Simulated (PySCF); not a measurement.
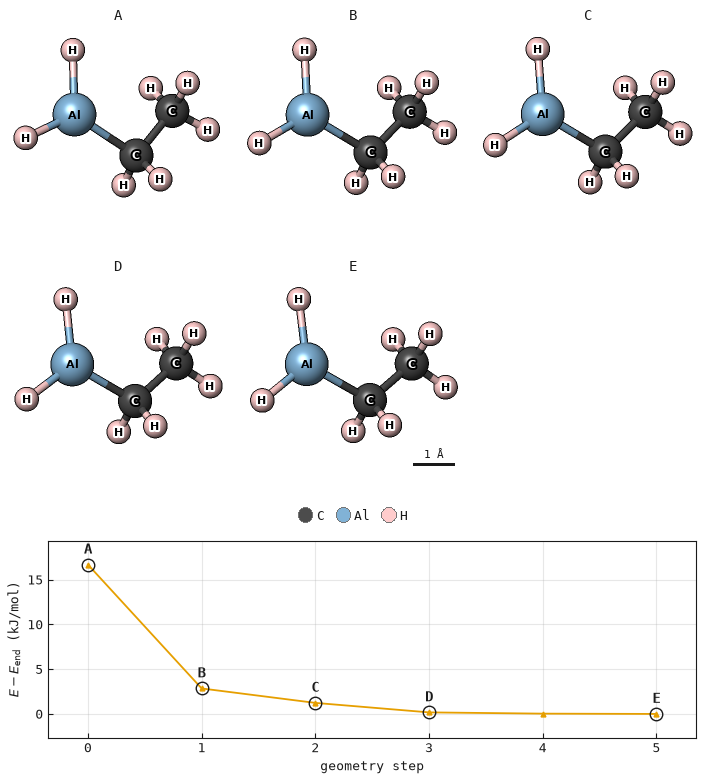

Frames of a relaxation of C₂H₇Al, marked on the history of the run. The picture is a ball-and-stick view, seen at a tilt.

The start comes from GFN2-xTB. Its atoms were then displaced at random by about 0.01 Å.

The calculation used PySCF, PBE0-D3(BJ)/def2-SVP geometry optimisation, gas phase. 

### Describe the path.

The atom that moves furthest after the best rigid fit is an H atom (0.28 Å). Largest moves by element: H 0.28 Å, C 0.16 Å, Al 0.09 Å. Among the contacts that change: C–H 1.058 → 1.102 Å, Al–H 1.554 → 1.595 Å, Al–C 1.985 → 1.965 Å, C–H 1.085 → 1.103 Å. Among the angles between lasting bonds that change: C–C–Al 104.3° → 117.6°, C–Al–H 127.8° → 119.4°, Al–C–H 113.6° → 106.9°. The energy falls by 16.7 kJ/mol in 5 geometry steps. From step 0 to 1: an H atom moves most (0.13 Å), energy −13.8 kJ/mol. From step 1 to 2: an H atom moves most (0.06 Å), energy −1.61 kJ/mol. From step 2 to 3: an H atom moves most (0.08 Å), energy −1.06 kJ/mol. From step 3 to 5: an H atom moves most (0.05 Å), energy −0.17 kJ/mol.

```tsv
step	E − E(0), kJ/mol
0	0.00
1	-13.84
2	-15.45
3	-16.51
4	-16.65
5	-16.68
```
